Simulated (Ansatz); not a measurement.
# Decaying states in the gap of Tl2GeCl6, part 3 of 3

Wanted: the relaxed cell of Tl2GeCl6, its band edges and its decay constants. It is built by putting Cl for F, Ge for Sn in the Tl2SnF6 structure of space group P-3m1, with the volume rescaled by atomic radii. The parent structure comes from the Materials Project.

Ansatz 0.2.0; r2SCAN DFT, plane waves, PAW files (the session's first sound run).

So far, gap on path (eV): step 3 (band edges) 2.37.

The structure was built from a prototype and need not be the compound's stable phase.

## Step 7: Band edges at another level, cutoff 1230 eV

This step: r2SCAN DFT, plane waves, norm-conserving files (Ansatz 0.2.0).

The edges again with norm-conserving files, at the same atoms. Against that run the cutoff is 1230 eV against 500.

File input.yaml:

```yaml
crystal:
  lattice:
    - [6.8665553917, 0.0, 0.0]
    - [-3.4332776958, 5.9466114057, 0.0]
    - [0.0, 0.0, 5.9517592755]
  atoms:
    - { symbol: Tl, position: [0.6666666667, 0.3333333333, 0.2110569921] }
    - { symbol: Tl, position: [0.3333333333, 0.6666666667, 0.7889430079] }
    - { symbol: Ge, position: [0.0, 0.0, 0.0] }
    - { symbol: Cl, position: [0.8404395899, 0.1595604101, 0.7785132959] }
    - { symbol: Cl, position: [0.8404395899, 0.6808791798, 0.7785132959] }
    - { symbol: Cl, position: [0.3191208202, 0.1595604101, 0.7785132959] }
    - { symbol: Cl, position: [0.1595604101, 0.8404395899, 0.2214867041] }
    - { symbol: Cl, position: [0.1595604101, 0.3191208202, 0.2214867041] }
    - { symbol: Cl, position: [0.6808791798, 0.8404395899, 0.2214867041] }
kpoints:
  mp_grid: { grid: [4, 4, 4] }
  band_path: { path: [VBM, CBM], npoints: 30 }
scf:
  occupations: { method: fixed }
hamiltonian:
  xc: r2scan
  pseudopotentials: { kind: nc }
output:
  eigenvalues: true
```

Command:

```
ansatz run input.yaml --threads 2 --pin off --max-ram 4096MiB --backend cpu --events-out ev --progress --plain --runs-dir out
```

Log:

```text
[...]
Crystal: 9 atoms, lattice volume = 243.027 Å³
Basis set: ecut = 1230 eV, 23783 PW (Γ)
Bands: 50, of which v1, the nominal top of the filled ones, is band 41 counted from 1 (40 counted from 0)
Symmetry: 12 space group operations
[...]
k-points: 13 of 64
[...]
SCF iter   1: F=—  HF=-9037.632662 eV  |F-HF|=—  |Δ(HF+E_count)|=         —  Δρ=4.34e-2  dr2=7.15e0  dr2_τ=2.19e0  ethr=3.10e-3  ⟨swp⟩=11.4  Hψ=4326  notcnv=0  defer=100
[...]
SCF iter   9: F=-9034.778475 eV  HF=-9034.778475 eV  |F-HF|=1.27e-8  |Δ(HF+E_count)|=   1.30e-8  Δρ=1.59e-6  dr2=6.57e-9  dr2_τ=5.99e-9  ethr=1.22e-10  ⟨swp⟩=46.4  Hψ=9423  notcnv=0
SCF 1 converged in 9 iterations: F = -9034.778475 eV  dr2 = 6.57e-9
[...]
SCF converged after 9 iterations
Free energy (F): -9034.778475 eV
[...]
Internal energy: -9034.778475 eV  (E = F + TS)
E sigma→0 (E₀):  -9034.778475 eV
Fermi energy:    2.802709 eV
[...]
--- Band table (eV; the first three rows and the last of 13) ---
  k-point 0: bands = [... 37 lower, 2.3815, 2.6588, 2.6588, 2.7302, 5.1727, 8.6052, 9.1380, 9.5467, ... 5 higher]
  k-point 1: bands = [... 37 lower, 2.4106, 2.6611, 2.6902, 2.6902, 5.2911, 8.2838, 8.9497, 9.3785, ... 5 higher]
  k-point 2: bands = [... 37 lower, 2.1587, 2.5793, 2.6831, 2.6831, 5.4484, 7.9796, 9.1154, 9.1789, ... 5 higher]
  k-point 12: bands = [... 37 lower, 2.3100, 2.4795, 2.4797, 2.5871, 6.0453, 8.3086, 8.3485, 8.8116, ... 5 higher]
```

Wall time 7.4 min (2 threads of Arm Neoverse N1, shared host); peak memory 1.5 GiB.

This step gave:

```yaml
free_energy: -9034.7785 eV
fermi_energy: 2.803 eV
gap_on_the_k_mesh: 2.370 eV
gap_on_path: 2.370 eV, by band count; negative where bands overlap
direct_gap_on_path: 2.442 eV
```

The electronic bands at the labelled points (eV, zero at the Fermi level (highest filled level under fixed occupations); v1 is the highest filled band, c1 the lowest empty one):

| point | v4 | v3 | v2 | v1 | c1 | c2 | c3 | c4 |
| --- | --- | --- | --- | --- | --- | --- | --- | --- |
| VBM | -0.51 | -0.46 | -0.12 | 0.00 | 3.21 | 5.13 | 5.52 | 5.66 |
| CBM | -0.42 | -0.14 | -0.14 | -0.07 | 2.37 | 5.80 | 6.34 | 6.74 |

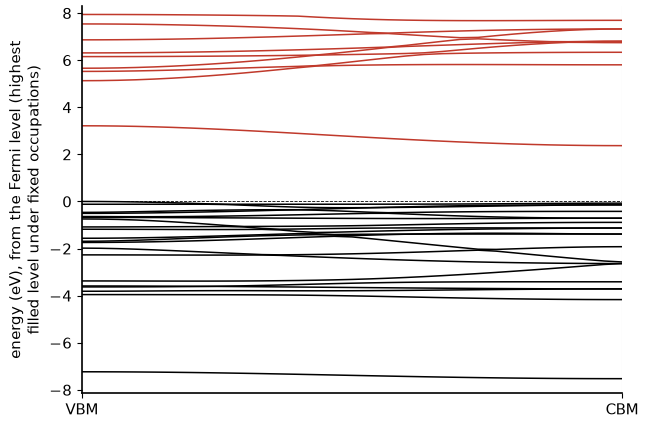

Electronic bands along the path; lines of filled and empty bands in two colours.

The searched edges give 2.37 eV, as on the mesh.

## Step 8: Complex bands at another level

This step: r2SCAN DFT, plane waves, norm-conserving files; complex bands by layer matching along the plane's normal (Ansatz 0.2.0).

The complex bands at that level, over its own gap, at (0, 0) and (0, -0.5).

File input.yaml:

```yaml
crystal:
  lattice:
    - [6.866555392, 0.0, 0.0]
    - [3.433277696, 5.946611406, 0.0]
    - [0.0, 0.0, 5.951759276]
  atoms:
    - { symbol: Tl, position: [0.3333333333, 0.3333333333, 0.2110569921] }
    - { symbol: Tl, position: [0.6666666667, 0.6666666667, 0.7889430079] }
    - { symbol: Ge, position: [0.0, 0.0, 0.0] }
    - { symbol: Cl, position: [0.6808791798, 0.1595604101, 0.7785132959] }
    - { symbol: Cl, position: [0.1595604101, 0.6808791798, 0.7785132959] }
    - { symbol: Cl, position: [0.1595604101, 0.1595604101, 0.7785132959] }
    - { symbol: Cl, position: [0.3191208202, 0.8404395899, 0.2214867041] }
    - { symbol: Cl, position: [0.8404395899, 0.3191208202, 0.2214867041] }
    - { symbol: Cl, position: [0.8404395899, 0.8404395899, 0.2214867041] }
kpoints:
  mp_grid: { grid: [4, 4, 4] }
scf:
  occupations: { method: fixed }
hamiltonian:
  xc: r2scan
  pseudopotentials: { kind: nc }
output:
  eigenvalues: true
  transmission:
    leads: [[0, 0]]
    kpoints: [[0.0, 0.0], [0.0, -0.5]]
    e_range: [-1.0, 3.37]
    de: 0.09
```

Log:

```text
Engine: ansatz 0.2.0, aarch64-unknown-linux-gnu
Pseudopotentials: kind: nc
Pseudopotential: Tl, nc, valence charge 13, recommended cutoff 820 eV (normal), Tl.nc.azcp
Pseudopotential: Ge, nc, valence charge 14, recommended cutoff 1230 eV (normal), Ge.nc.azcp
Pseudopotential: Cl, nc, valence charge 7, recommended cutoff 930 eV (normal), Cl.nc.azcp
Functional definition: r2SCAN
  parameter k0 = 0.174
  parameter k1 = 0.065
  parameter a1 = 4.9479
  exchange = r2scan_x(k0 = k0, k1 = k1, a1 = a1)
  correlation = r2scan_c
Error: memory limit exceeded: the `transmission` phase of `transmission` needs 10.70 GiB against the run's memory maximum of 4.00 GiB; largest carriers: transmission 10.33 GiB, unmodelled-tail allowance 0.30 GiB, source scf tables 0.07 GiB, source scf state 0.01 GiB; the layers of output.transmission grow with the square of the cell's cross-section: a lower cutoff or a narrower output.transmission.e_range takes less, and so, most of all in a narrow cell, does a wider de; where no e_range is typed, a fill by count is planned with a gap of 40 thermal energies
with nothing else changed it takes a maximum of at least 10.71 GiB, with nothing to spare, and 11.78 GiB leaves up to a tenth: --max-ram 11.78GiB where that set the maximum, else more of the term that did, and with no share typed, where 11.78 GiB is over 0.88 of the host's memory or its container's limit, a share of 0.88 or more that holds the maximum too (--max-ram-frac F), where one does; The budget is ten eleventh [...]
`transmission` follows the SCF: where the deck gives it k-points, a mesh or a band count of its own, those are what to reduce (not on a resume, whose deck is fixed)
```

Elapsed: 0.31 s, on 2 threads; peak memory 0.2 GiB.

The input was rejected at the start.

The program's message: “Error: memory limit exceeded: the `transmission` phase of `transmission` needs 10.70 GiB against the run's memory maximum of 4.00 GiB; largest carriers: transmission 10.33 GiB, unmodelled-tail allowan …”

## Step 9: Outcome

```
band gap                                         : 2.37 eV
least decay constant at mid-gap, normal to (001) : 0.331 Å⁻¹
least decay constant at mid-gap, normal to (100) : 0.302 Å⁻¹
least decay constant on a mesh, normal to (001)  : 0.331 Å⁻¹
```

**Reading.** With r2SCAN, the slowest decay at the wavevectors tried is κ = 0.302 Å⁻¹, normal to (100). Through such a film the transmission near mid-gap falls as exp(−2κd), a factor of ten every 3.8 Å. The directions tried decay at nearly the same rate. A free electron under a barrier of half the gap would need a mass of 0.29 mₑ to decay at this rate. The compound is made up by substitution; its stability against other phases and against distortions of the cell's symmetry was not tested. r2SCAN still narrows gaps, if less than LDA and GGA do, while spin-orbit coupling, left out here, narrows them in compounds of heavy elements, so the error in κ can go either way.

[Logs are printed without paths, hosts, clocks, repeated set-up lines and the standing remarks that a program may print on its own settings, such as how far it seeks lower states.]

[Hosts, paths, dates, database ids (printed as entryN), source tags and the programs' standing remarks are cut or masked in the printed files.]

[New means built here by substitution; the compound itself may be known and measured.]
